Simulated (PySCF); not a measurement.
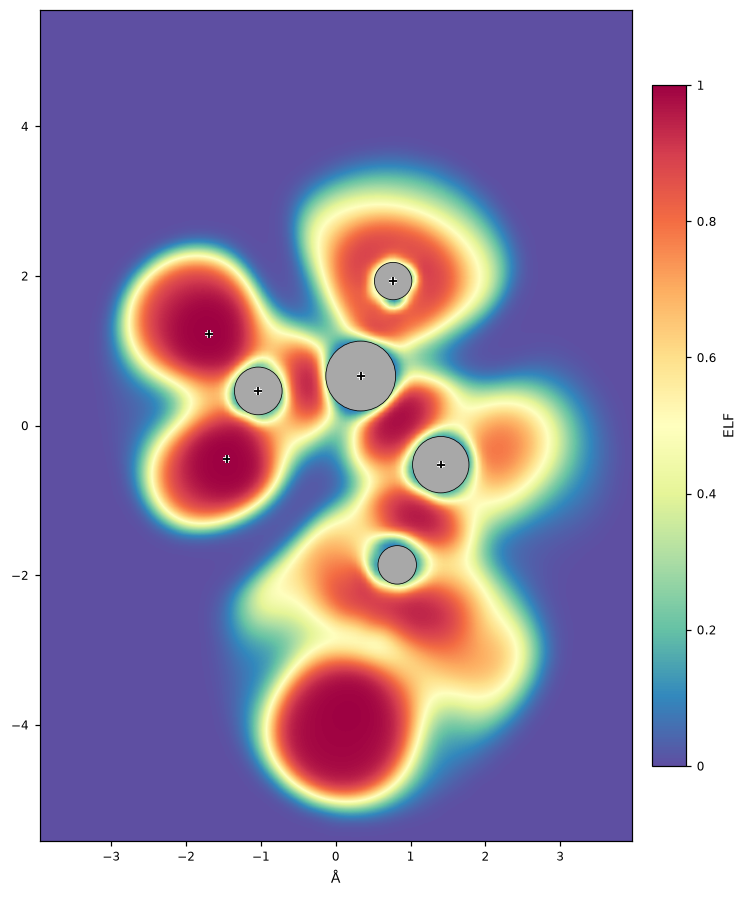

The ELF on a plane through atoms (crosses mark nuclei in the plane; grey discs cover the cores).

The calculation used CAM-B3LYP/def2-SVPD, SCF density, gas phase (PySCF).

Candidates:
A. C3H7BFN (SMILES C=CCB(N)F)
B. C3H9AsOSi2
C. C4H6SSi (SMILES S[SiH]1C=CC=C1)

### Which candidate gave the map?

Candidate A: C3H7BFN on the plane of atoms H12, N5 and H13, which holds C, B, N, F and H. B–F (1.34 Å): the ELF peaks at about 0.85 between the atoms: a shared but strongly polarised pair. B–N (1.38 Å): the ELF peaks at about 0.95 between the atoms: a short, strongly polar bond.
